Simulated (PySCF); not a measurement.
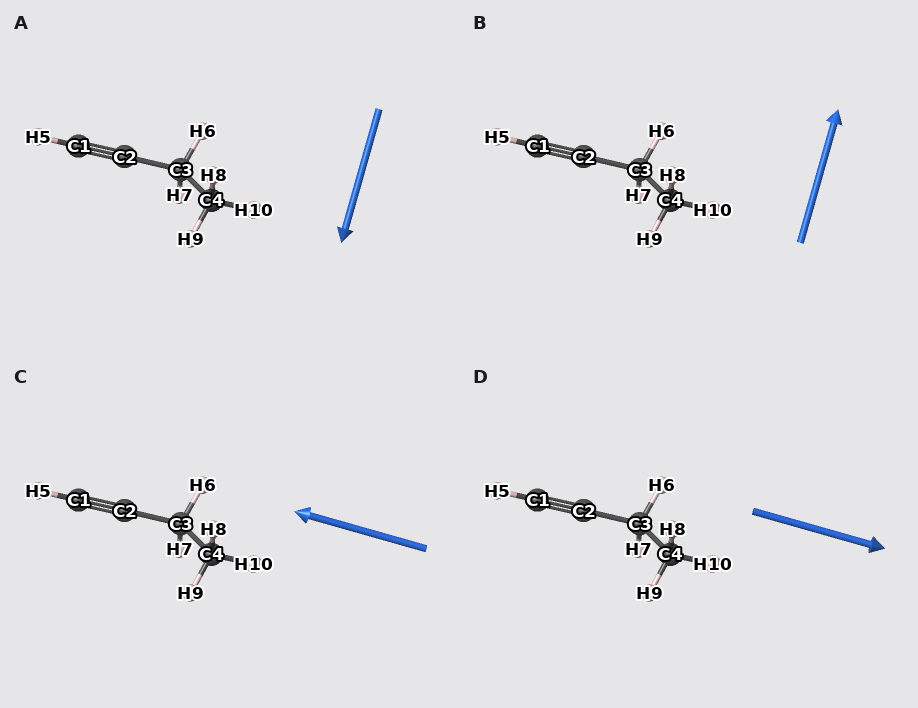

The same molecule four times, each with an arrow. Computed geometry: GFN2-xTB optimisation. No frequency run is at hand to confirm it as a minimum. Method: PBE0/def2-SVPD, gas phase (PySCF 2.14.0).

**Which arrow points along the dipole moment, from the negative to the positive end?**

D. The dipole moment is 0.82 D; it points from the side of H5 to the side of H10 (the outermost atoms at the two ends).
